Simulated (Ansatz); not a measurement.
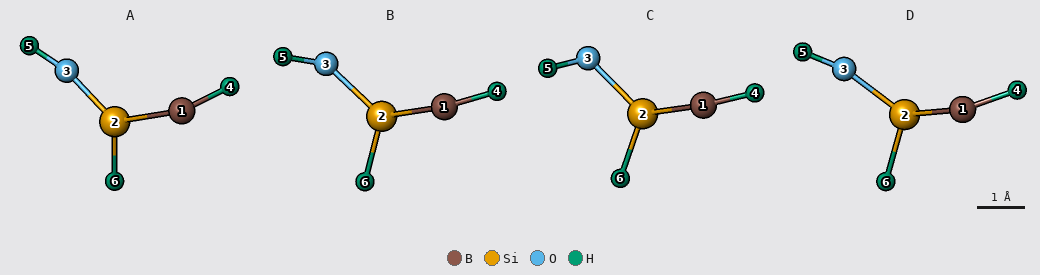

4 geometries from one relaxation of BSiH₃O, in shuffled order. The picture is a ball-and-stick view, seen at a tilt.

It is one of the separated reactants of a reaction.

All numbers below come from RKS PBE-D4/def2-SVP in Ansatz 0.2.0. Settings: force threshold 0.03 eV/Å; at most 250 steps.

Question: Order the frames from highest to lowest energy.

Answer: A, D, B, C. They are steps 0, 2, 5, 17, at +1.112 eV, +0.392 eV, +0.163 eV relative to the last. After 14 accepted moves (17 points after the start) the energy has fallen by 1.112 eV. Largest force component: 6.1 eV/Å at the start, 0.008 eV/Å at the end. The line search rejected the trial steps at points 7, 15, 16 of the run. The largest move after the best rigid fit is that of H5, 0.53 Å. By element the largest moves are H 0.53 Å, O 0.36 Å, Si 0.36 Å, B 0.32 Å. Some distances before and after: Si2–O3 1.523 → 1.687 Å, B1–Si2 2.002 → 1.875 Å, B1–H4 1.194 → 1.207 Å, Si2–H6 1.496 → 1.505 Å. Among the angles between lasting bonds that change: Si2–O3–H5 166.4° → 114.9°, Si2–B1–H4 120.7° → 153.9°, O3–Si2–H6 122.9° → 114.2°.
